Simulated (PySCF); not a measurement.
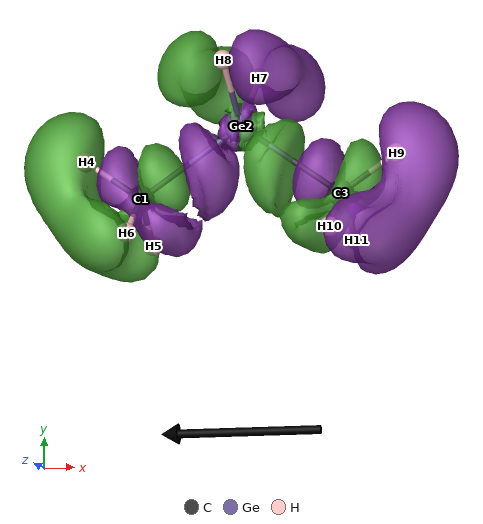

*C₂H₈Ge, SMILES `C[GeH2]C`. Change of the electron density in a uniform field of 0.21 V/Å along −x (arrow), surfaces at ±0.0015 e/Å³ (purple: gain, green: loss).*

PySCF calculation, PBE/def2-TZVP, gas phase; geometry: GFN2-xTB. No frequency check shows the geometry to be a minimum. A basis without diffuse functions makes polarisabilities too small. GFN2-xTB bond lengths at metals and heavier atoms can be off by up to 0.1 Å and shapes distorted, which carries into these values.

Coordinates in Å:

```
C1      -1.6234   -0.7366    0.0002
Ge2      0.0000    0.3758    0.0000
C3       1.6234   -0.7366   -0.0002
H4      -2.5227   -0.1275   -0.0008
H5      -1.6479   -1.3751   -0.8794
H6      -1.6477   -1.3751    0.8797
H7      -0.0000    1.2845   -1.2003
H8       0.0000    1.2845    1.2004
H9       2.5227   -0.1275    0.0008
H10      1.6479   -1.3751    0.8794
H11      1.6477   -1.3752   -0.8797
```

The field was applied in both directions; the picture shows the one opposite to the script's first.

### What dipole is induced, and what polarisability does it imply?

The induced dipole is 0.66 D (along the field); α along this axis, from the fields in both directions, is 65 bohr³ (9.6 Å³).

The PySCF run took 56 s on 1 thread of Arm Neoverse V1 (shared host), peak memory 0.58 GiB.
